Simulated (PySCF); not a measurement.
**C$_{2}$H$_{6}$Ga, charge +1, SMILES `C[Ga+]C`: what the electrons do**

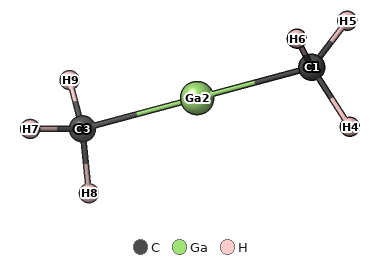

The molecule, with its atoms numbered as below. No frequency check shows the geometry to be a minimum.

Cartesian coordinates (Å):

```
C1       2.0580   -0.0003    0.0000
Ga2      0.0000    0.0001    0.0000
C3      -2.0580   -0.0003    0.0000
H4       2.4089    0.6847    0.7793
H5       2.4089   -1.0173    0.2033
H6       2.4089    0.3326   -0.9827
H7      -2.4089    0.5968   -0.8486
H8      -2.4089    0.4364    0.9412
H9      -2.4089   -1.0333   -0.0926
```

## 1. Bonding charge

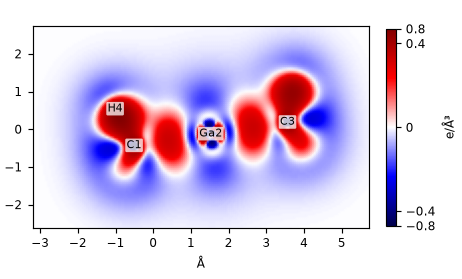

Deformation density (molecule less spherical, spin-averaged free atoms) in the plane of C1, Ga2, C3 and H4; colour scale in e/Å³, logarithmic beyond ±0.1; red: gain, blue: loss.

Level of theory: M06-2X/def2-SVP (PySCF), at a geometry from GFN2-xTB.

**Describe the bonding that the map shows.**

C1–H4: +0.68 e/Å³ at the bond critical point (bond length 1.09 Å, Mayer order 0.9). C1–Ga2 and Ga2–C3: +0.17 e/Å³ at the bond critical point (bond length 2.06 Å, Mayer order 1.0). In all, 1.7 electrons gather in the regions of gain relative to the promolecule of neutral atoms (the regions of loss give up this much and the cation's charge besides).

## 2. Bond critical points

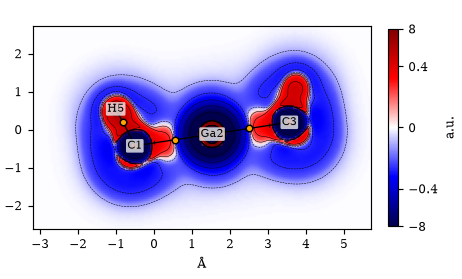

Negative Laplacian of the density (−∇²ρ) in the plane of C1, Ga2, C3 and H5 (red positive, blue negative, colour scale in a.u., logarithmic beyond ±0.04), with bond paths and bond critical points (dots).

**At which bond critical points in this plane is charge locally concentrated, and at which depleted?**

Concentrated (∇²ρ < 0): C1–H5 (−1.01 a.u.). Depleted (∇²ρ > 0): C1–Ga2 and Ga2–C3 (+0.05 a.u., H = −0.047).

**Where along C1–H5 does the critical point lie?**

0.71 Å from C1 and 0.39 Å from H5.

## 3. Local ionisation energy

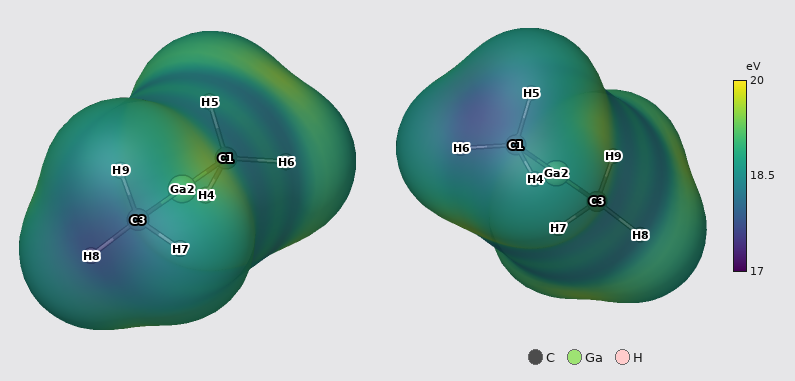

Average local ionisation energy on the surface of electron density 0.001 a.u. (back view left, front view right).

**Where are the most loosely bound electrons on this surface?**

The lowest value is 17.7 eV, near H7 (1.71 Å), C3 (1.88 Å) and H8 (1.90 Å), and at like points elsewhere. Further minima include 18.3 eV, off the Ga2–C3 bond (2.1 to 2.3 Å from its atoms), and at like points elsewhere. For comparison, the highest occupied orbital lies at −14.8 eV.

## 4. Excited states

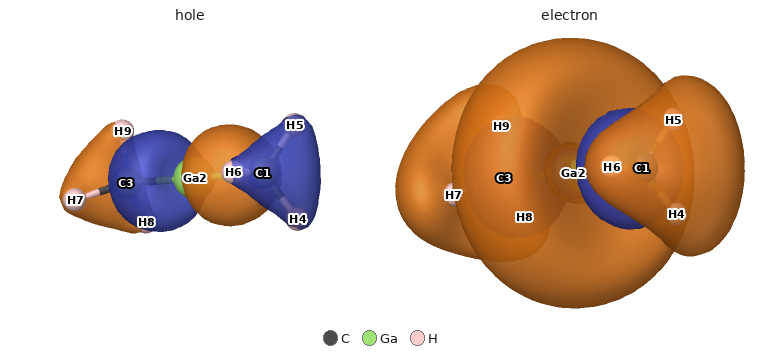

Leading natural transition orbital pair of S₃ (TDA singlet states); the surfaces enclose about 78 % of each orbital's density.

Computed with PySCF, CAM-B3LYP/def2-SVPD, geometry: GFN2-xTB.

**Where does the state lie, and where do hole and electron sit?**

7.41 eV (167 nm), f = 0.794 (bright); the leading pair carries 82 %; hole on C1 and C3 (27 % each) and Ga2 (21 %), electron on Ga2 (47 %) and C1 and C3 (17 % each) (shares are of the whole state, not of the leading pair alone); their centroids lie 0.0 Å apart. In canonical orbitals it is mainly HOMO → LUMO+2 (81 %). The HOMO–LUMO gap is 9.21 eV.

## 5. In an electric field

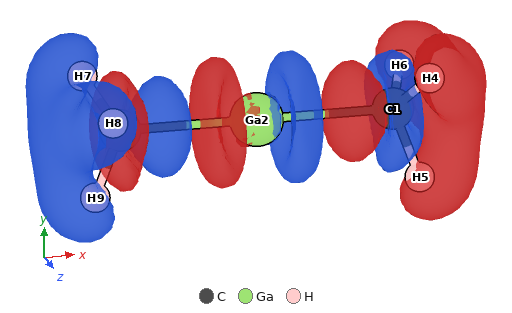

Change of the electron density in a uniform field of 0.10 V/Å, surfaces at ±0.001 e/Å³ (blue: gain, red: loss).

Level of theory: PBE0/def2-SVP (PySCF), at a geometry from GFN2-xTB. A basis without diffuse functions makes polarisabilities too small.

The field was applied in both directions; the picture shows the one opposite to the script's first.

**Along which Cartesian direction does the field point?**

Along +x: electrons gather on the −x side, against the field.

**How large is the response?**

The induced dipole is 0.37 D (along the field); α along this axis, from the fields in both directions, is 73 bohr³ (10.9 Å³).

## 6. Removing or adding an electron

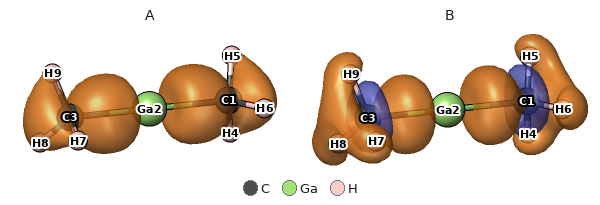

The Fukui function f⁻ from two separate SCF calculations and the density of the HOMO, at ±0.03 e/Å³ (orange positive, blue negative).

PySCF calculation, PBE0/cc-pVDZ, gas phase; geometry: GFN2-xTB.

**Which panel is which, and how good is the frozen-orbital picture?**

B is f⁻ (it has negative regions), A the HOMO density. The HOMO lies on C1 and C3 (28 % each) and Ga2 (26 %); f⁻ (Hirshfeld-condensed) is largest on Ga2 (0.26) and C1 and C3 (0.17 each); the vertical ionisation energy is 16.02 eV. Relaxation shifts 22 % of the electron between atoms. The orbital energy is −13.81 eV.

## 7. Localised orbitals

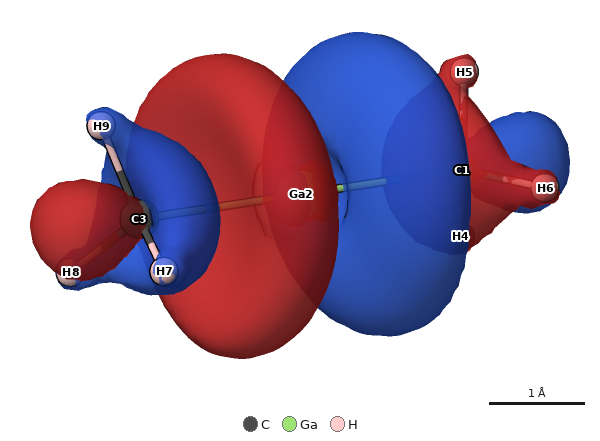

Intrinsic bond orbitals (IBO), occupied and valence-virtual; each surface holds about 70 % of the orbital's density. Energies are diagonal elements of the Fock matrix.

Method: PBE/6-311G**; geometry: GFN2-xTB; program: PySCF.

**What does this orbital represent?**

Antibonding multicentre orbital mainly over Ga2, C1 and C3 (Ga2 70 %, C1 15 %, C3 15 %; 0.9 eV).

The PySCF runs shown took 9.1 s, 2.3 min, 12 s, 73 s and 9.5 s on 1 thread of Intel(R) Xeon(R) Platinum 8488C (Sapphire Rapids), with other jobs on the host.
